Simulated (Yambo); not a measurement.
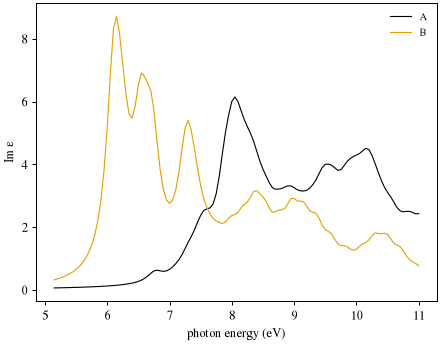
Figure: Two computed absorption spectra of CsCaBr₃ (cubic perovskite, space group Pm-3m, No. 221) (Yambo, PBEsol bands with the same scissor, field along x)

Question: Which curve includes the electron-hole attraction (BSE)?

Answer: Curve B: the attraction moves weight to lower energy (centre of the plotted range 7.6 eV against 9.0 eV). Settings: 4×4×4 mesh, 9 valence and 15 conduction bands, static screening with 89 bands and a 3 Ry block, scissor 2.21 eV, Tamm-Dancoff. The scissor comes from a G0W0 run whose convergence isn't established. Broadening 0.15 eV. The band window holds all transitions up to 11.0 eV. On this mesh the peak heights and the fine structure are mesh artefacts; only the shift of weight is robust.

Spin-orbit coupling is not included.

Geometry of the Materials Project entry, not relaxed at this level; primitive cell a = b = c = 5.709 Å, α = β = γ = 90.00°.

The structure is a Materials Project entry; no match was found in the copy of COD used, and its stability was not checked.
